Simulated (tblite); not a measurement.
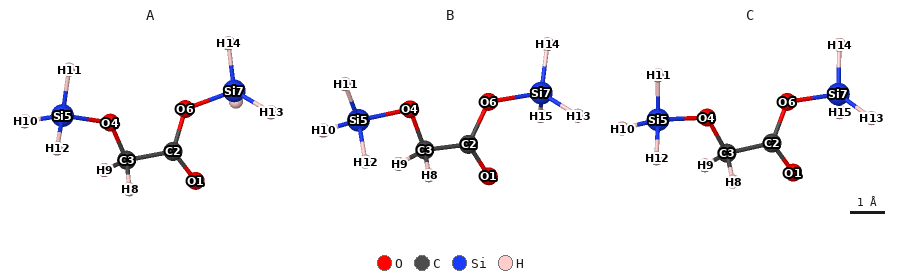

3 geometries from one relaxation of C₂H₈O₃Si₂, in shuffled order. The picture is a ball-and-stick view, seen at a tilt.

Level of theory: GFN2-xTB geometry optimisation, gas phase (tblite 0.8.0). 

Order the frames from highest to lowest energy.

Answer. B, C, A. They are steps 0, 22, 84, at +23.7 kcal/mol, +1.72 kcal/mol relative to the last. The largest move after the best rigid fit is that of H11, 0.94 Å. By element the largest moves are H 0.94 Å, O 0.40 Å, C 0.32 Å, Si 0.23 Å. Among the contacts that change: O4–Si5 1.719 → 1.623 Å, O6–Si7 1.754 → 1.666 Å, C2–O6 1.398 → 1.310 Å, O1–C2 1.281 → 1.203 Å. Bond angles that change, for instance: C3–O4–Si5 106.9° → 129.4°, O4–Si5–H11 111.3° → 98.8°, O6–Si7–H14 106.8° → 97.8°. The energy falls by 23.7 kcal/mol in 84 geometry steps.
